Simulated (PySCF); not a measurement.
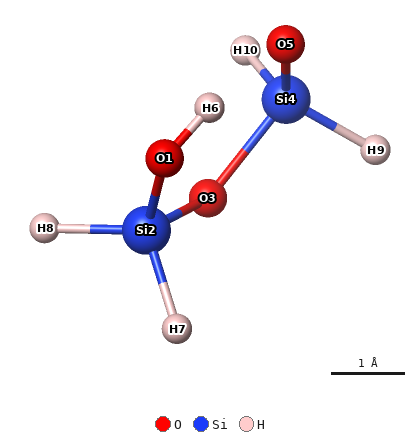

Figure 1. The input geometry (ball-and-stick view, seen at a tilt; atoms are numbered from 1 in the order of the input). Bond lengths as drawn: H–O 0.98 Å, H–Si 1.46 to 1.48 Å and O–Si 1.52 to 1.74 Å.

## Si2H5O3 (charge −1): geometry relaxation

Si2H5O3, charge −1, SMILES [O-][SiH2]O[SiH2]O, computed with PBE0-D3(BJ)/def2-SVP geometry optimisation, gas phase (PySCF 2.14.0).

## Log
```
step   0  E = -807.02113079  max force = 0.053419
step   1  E = -807.03414057  max force = 0.012130
step   2  E = -807.03319074  max force = 0.022966
step   3  E = -807.03425088  max force = 0.013273
step   4  E = -807.03463474  max force = 0.005678
step   5  E = -807.03481038  max force = 0.002673
step   6  E = -807.03471541  max force = 0.003353
step   7  E = -807.03483580  max force = 0.001778
step   8  E = -807.03485288  max force = 0.002207
step   9  E = -807.03487638  max force = 0.001298
step  10  E = -807.03488672  max force = 0.000865
step  11  E = -807.03489393  max force = 0.000365
optimisation converged
```

## Trajectory as extended XYZ (Å, eV, eV/Å), 12 frames, from step=0 to step=11
```
10
Properties=species:S:1:pos:R:3:forces:R:3 step=0 energy=-21960.16352
O    -0.2767    1.6938    0.6119   -0.5970   1.4807   0.7059
Si   -1.1903    0.3642    0.6819   -0.4199   0.5241   0.6413
O    -0.4726   -0.8650   -0.0230    1.1667  -1.4926  -0.9156
Si    1.1080   -0.7716   -0.7423   -2.0040  -2.2535   0.1501
O     1.7016    0.6283   -0.6801    1.2102   2.7469   0.1721
H     0.5422    1.4840    0.1248    1.2918  -0.2388  -0.7047
H    -1.4142    0.0174    2.0975   -0.4328  -0.0680   0.6198
H    -2.4533    0.5898   -0.0137   -0.9947   0.1920  -0.1564
H     1.7588   -1.8585    0.0166    0.5928  -0.5559   0.2057
H     0.7381   -1.3080   -2.0722    0.1869  -0.3349  -0.7182
10
Properties=species:S:1:pos:R:3:forces:R:3 step=1 energy=-21960.51753
O    -0.2563    1.7345    0.6133   -0.1382   0.1282   0.1256
Si   -1.2120    0.4076    0.7012   -0.0073   0.1466   0.0833
O    -0.4724   -0.8760   -0.0266   -0.3409  -0.2656   0.0705
Si    1.0549   -0.8127   -0.7704    0.1438  -0.5346  -0.1380
O     1.6446    0.6424   -0.6776    0.2128   0.6237   0.0415
H     0.6006    1.4677    0.1006    0.0922  -0.1706  -0.1126
H    -1.5587    0.0547    2.1307    0.1096  -0.0193  -0.0298
H    -2.5642    0.6442    0.0727    0.0438  -0.0060  -0.0977
H     1.8549   -1.9117   -0.0737   -0.0885   0.0518  -0.0409
H     0.8195   -1.3741   -2.1707   -0.0272   0.0457   0.0981
10
Properties=species:S:1:pos:R:3:forces:R:3 step=2 energy=-21960.49168
O    -0.2253    1.7027    0.5778   -1.1810   0.2428   0.6170
Si   -1.2110    0.4023    0.6994    0.0497   0.5244   0.1295
O    -0.4939   -0.8969   -0.0232    0.0182  -0.3189  -0.1055
Si    1.0476   -0.7915   -0.7508   -0.0965  -0.4446  -0.0608
O     1.6096    0.6818   -0.6176    0.4972  -0.0642  -0.3097
H     0.6041    1.3765    0.0473    0.6959   0.0667  -0.2370
H    -1.5277    0.0646    2.1366    0.0037  -0.0505   0.0018
H    -2.5567    0.6518    0.0619   -0.0189  -0.0566  -0.0325
H     1.8456   -1.8957   -0.0732    0.0033   0.0600  -0.0235
H     0.8186   -1.3190   -2.1588    0.0283   0.0410   0.0206
10
Properties=species:S:1:pos:R:3:forces:R:3 step=3 energy=-21960.52053
O    -0.2354    1.7144    0.5966   -0.6825   0.1713   0.4088
Si   -1.2108    0.4042    0.6998    0.0053   0.3720   0.1221
O    -0.4856   -0.8898   -0.0238   -0.1126  -0.2947  -0.0418
Si    1.0490   -0.8009   -0.7619    0.0352  -0.3860  -0.0737
O     1.6189    0.6695   -0.6540    0.3044   0.1588  -0.1264
H     0.6100    1.4136    0.0784    0.4124  -0.0500  -0.2324
H    -1.5485    0.0614    2.1323    0.0624  -0.0454  -0.0091
H    -2.5590    0.6520    0.0669    0.0136  -0.0340  -0.0747
H     1.8536   -1.8958   -0.0709   -0.0422   0.0573  -0.0334
H     0.8187   -1.3520   -2.1637    0.0040   0.0507   0.0607
10
Properties=species:S:1:pos:R:3:forces:R:3 step=4 energy=-21960.53098
O    -0.2484    1.7257    0.6062   -0.2920   0.0941   0.1879
Si   -1.2120    0.4069    0.7012   -0.0178   0.1844   0.0748
O    -0.4829   -0.8865   -0.0242   -0.1015  -0.1886  -0.0155
Si    1.0535   -0.8062   -0.7652    0.0578  -0.2179  -0.0463
O     1.6385    0.6619   -0.6658    0.0798   0.1345  -0.0139
H     0.6029    1.4338    0.0875    0.2344  -0.0437  -0.1382
H    -1.5486    0.0571    2.1319    0.0618  -0.0289  -0.0079
H    -2.5600    0.6479    0.0650    0.0204  -0.0198  -0.0660
H     1.8514   -1.9041   -0.0730   -0.0395   0.0443  -0.0228
H     0.8165   -1.3598   -2.1640   -0.0035   0.0416   0.0478
10
Properties=species:S:1:pos:R:3:forces:R:3 step=5 energy=-21960.53576
O    -0.2552    1.7333    0.6078   -0.1375   0.0286   0.0571
Si   -1.2090    0.4074    0.6997   -0.0096   0.0882   0.0179
O    -0.4914   -0.8976   -0.0239    0.0807  -0.0524  -0.0510
Si    1.0531   -0.8097   -0.7604   -0.0569   0.1233   0.0510
O     1.6382    0.6657   -0.6486   -0.0281  -0.1275  -0.0308
H     0.6031    1.4478    0.0811    0.1081  -0.0733  -0.0276
H    -1.5282    0.0481    2.1303    0.0024   0.0011   0.0137
H    -2.5525    0.6379    0.0495    0.0010  -0.0009  -0.0075
H     1.8419   -1.9114   -0.0762    0.0237   0.0053   0.0043
H     0.8108   -1.3447   -2.1597    0.0161   0.0077  -0.0271
10
Properties=species:S:1:pos:R:3:forces:R:3 step=6 energy=-21960.53317
O    -0.2505    1.7290    0.6244    0.0032  -0.0342   0.0967
Si   -1.2108    0.4081    0.6993   -0.0190   0.0301  -0.0060
O    -0.4927   -0.9012   -0.0211    0.1060  -0.0055  -0.0241
Si    1.0475   -0.8066   -0.7661   -0.0613   0.1204   0.0104
O     1.6196    0.6758   -0.6815   -0.0237  -0.1199   0.0798
H     0.6221    1.4296    0.1209   -0.0172   0.0284  -0.1724
H    -1.5421    0.0467    2.1268   -0.0196  -0.0123   0.0052
H    -2.5438    0.6418    0.0285    0.0019   0.0126   0.0180
H     1.8549   -1.8877   -0.0732    0.0161  -0.0181   0.0179
H     0.8066   -1.3590   -2.1583    0.0136  -0.0015  -0.0256
10
Properties=species:S:1:pos:R:3:forces:R:3 step=7 energy=-21960.53645
O    -0.2530    1.7307    0.6163   -0.0496  -0.0068   0.0604
Si   -1.2106    0.4081    0.6998   -0.0164   0.0453   0.0085
O    -0.4924   -0.8993   -0.0228    0.0797  -0.0203  -0.0266
Si    1.0497   -0.8078   -0.7627   -0.0499   0.0786   0.0114
O     1.6296    0.6697   -0.6644   -0.0267  -0.0782   0.0359
H     0.6121    1.4357    0.0998    0.0475  -0.0075  -0.0914
H    -1.5352    0.0492    2.1297   -0.0092  -0.0102   0.0036
H    -2.5490    0.6394    0.0393    0.0023   0.0049   0.0056
H     1.8492   -1.8993   -0.0753    0.0127  -0.0070   0.0117
H     0.8104   -1.3497   -2.1600    0.0095   0.0010  -0.0190
10
Properties=species:S:1:pos:R:3:forces:R:3 step=8 energy=-21960.53691
O    -0.2574    1.7297    0.6129   -0.0078  -0.0082  -0.0179
Si   -1.2132    0.4079    0.7013   -0.0101  -0.0006   0.0147
O    -0.4929   -0.8991   -0.0255   -0.0024   0.0065   0.0002
Si    1.0480   -0.8061   -0.7601    0.0160  -0.0971  -0.0249
O     1.6363    0.6629   -0.6444   -0.0204   0.1135   0.0279
H     0.6045    1.4298    0.0851    0.0678   0.0180   0.0005
H    -1.5311    0.0493    2.1340   -0.0082  -0.0132  -0.0203
H    -2.5539    0.6366    0.0447   -0.0005  -0.0067   0.0060
H     1.8485   -1.9033   -0.0802   -0.0162  -0.0101  -0.0009
H     0.8221   -1.3309   -2.1682   -0.0184  -0.0022   0.0147
10
Properties=species:S:1:pos:R:3:forces:R:3 step=9 energy=-21960.53755
O    -0.2565    1.7295    0.6149   -0.0309   0.0038   0.0125
Si   -1.2119    0.4066    0.7000    0.0158   0.0189   0.0005
O    -0.4919   -0.9008   -0.0265   -0.0116  -0.0004   0.0054
Si    1.0483   -0.8061   -0.7608   -0.0102  -0.0425  -0.0010
O     1.6292    0.6667   -0.6425    0.0339   0.0668  -0.0010
H     0.6112    1.4374    0.0899    0.0137  -0.0420  -0.0102
H    -1.5339    0.0430    2.1300   -0.0042  -0.0064  -0.0074
H    -2.5520    0.6348    0.0423   -0.0020   0.0004   0.0014
H     1.8488   -1.9029   -0.0799   -0.0046  -0.0010  -0.0081
H     0.8195   -1.3316   -2.1678    0.0001   0.0025   0.0080
10
Properties=species:S:1:pos:R:3:forces:R:3 step=10 energy=-21960.53783
O    -0.2556    1.7270    0.6162   -0.0445  -0.0035   0.0249
Si   -1.2126    0.4060    0.6998    0.0000   0.0089  -0.0038
O    -0.4921   -0.9011   -0.0270    0.0332   0.0111  -0.0082
Si    1.0498   -0.8024   -0.7600   -0.0297   0.0134   0.0092
O     1.6305    0.6731   -0.6406   -0.0039  -0.0367   0.0006
H     0.6125    1.4292    0.0914    0.0377  -0.0012  -0.0197
H    -1.5369    0.0376    2.1274   -0.0072  -0.0016   0.0062
H    -2.5517    0.6344    0.0400   -0.0043   0.0036   0.0021
H     1.8488   -1.9008   -0.0816    0.0086   0.0023  -0.0013
H     0.8183   -1.3263   -2.1659    0.0101   0.0037  -0.0098
10
Properties=species:S:1:pos:R:3:forces:R:3 step=11 energy=-21960.53803
O    -0.2571    1.7255    0.6183   -0.0188  -0.0031   0.0103
Si   -1.2140    0.4049    0.6997    0.0028  -0.0010  -0.0043
O    -0.4916   -0.9012   -0.0285    0.0117   0.0115  -0.0005
Si    1.0497   -0.8010   -0.7600   -0.0111  -0.0049   0.0005
O     1.6305    0.6735   -0.6359    0.0002  -0.0038   0.0040
H     0.6134    1.4277    0.0933    0.0176  -0.0007  -0.0072
H    -1.5399    0.0342    2.1267   -0.0047  -0.0027   0.0009
H    -2.5530    0.6333    0.0394   -0.0021   0.0018   0.0010
H     1.8507   -1.9002   -0.0847    0.0013   0.0001  -0.0012
H     0.8223   -1.3202   -2.1688    0.0032   0.0028  -0.0035
```

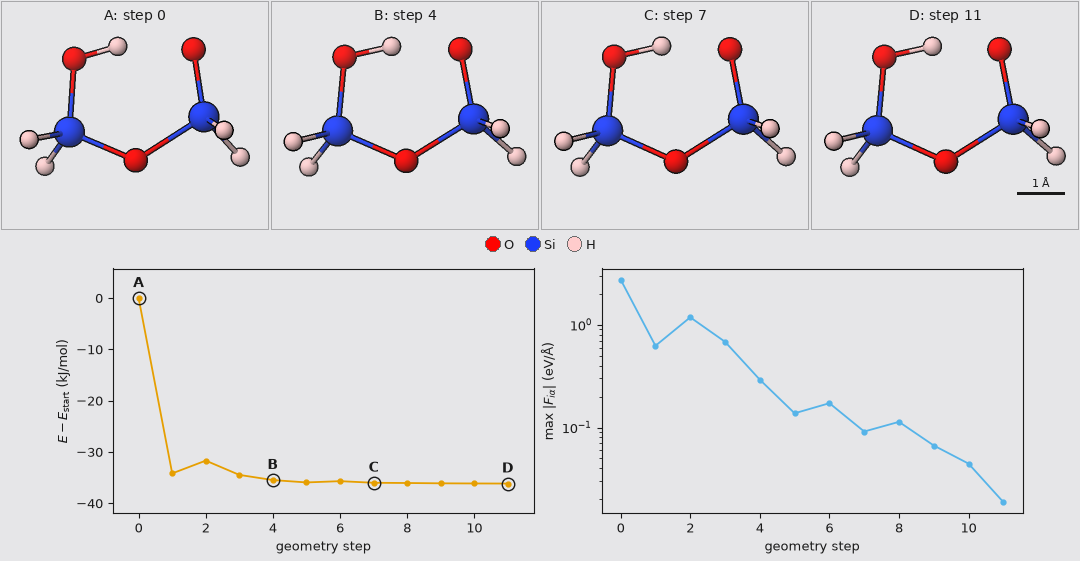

Figure 2. Frames of the relaxation (ball-and-stick view, seen at a tilt) above the curves, on which the letters mark them (steps are counted from 0).

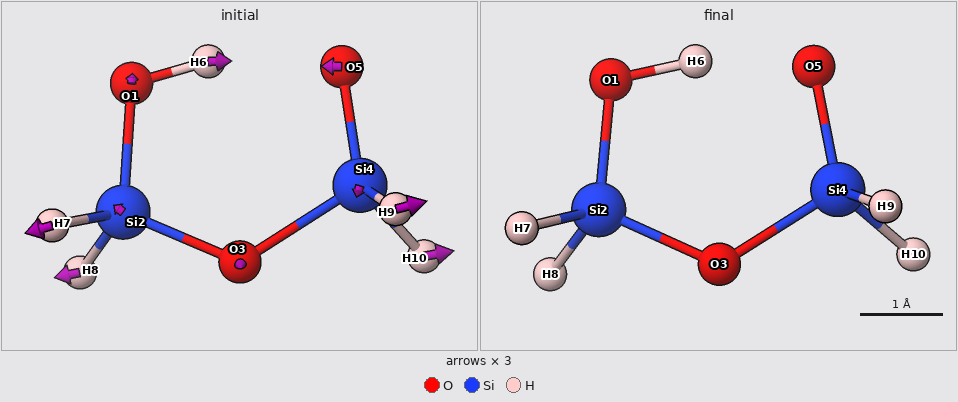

Figure 3. Before (left) and after (right) the relaxation, at one scale (ball-and-stick view, seen at a tilt). The pink arrows give the displacements, magnified 3 times. H9 moves most after the best rigid fit: 0.14 Å. Largest moves by element: H 0.14 Å, O 0.09 Å, Si 0.05 Å. Distances before and after: O1–H6 0.976 → 1.059 Å, Si2–O3 1.588 → 1.661 Å, Si4–O5 1.522 → 1.590 Å, Si2–H8 1.459 → 1.510 Å. Among the angles that change: O3–Si4–H10 97.2° → 104.0°, H7–Si2–H8 111.3° → 105.0°, O3–Si4–H9 98.5° → 104.1°. The energy falls by 36.1 kJ/mol in 11 geometry steps. Largest force component: 2.7 eV/Å at the start, 0.019 eV/Å at the end. (Atoms are counted from 1 in the order of the input.)

The run was set up as follows.

## Input file
```
{"job": {"xc": "PBE0", "basis": "def2-SVP", "d3": "d3bj", "grid": 2, "kind": "geom", "shake": 0.01}, "charge": -1, "multiplicity": 1}
O     -0.276708     1.693823     0.611889
Si    -1.190299     0.364208     0.681945
O     -0.472629    -0.864989    -0.022967
Si     1.107983    -0.771617    -0.742271
O      1.701626     0.628259    -0.680125
H      0.542208     1.484012     0.124842
H     -1.414210     0.017365     2.097502
H     -2.453336     0.589829    -0.013656
H      1.758800    -1.858469     0.016564
H      0.738117    -1.308004    -2.072249
```

The first line tells a small driver script what to run in PySCF; the rest is the geometry in Å.

Launch command:
```bash
OMP_NUM_THREADS=1 python <driver script> task.json out
```

## Summary

- outcome: converged
- total energy: −807.034894 hartree
- point group: Cs
- hardware: 1 CPU thread, shared host
- wall time: 66 s
- peak memory: 0.53 GiB
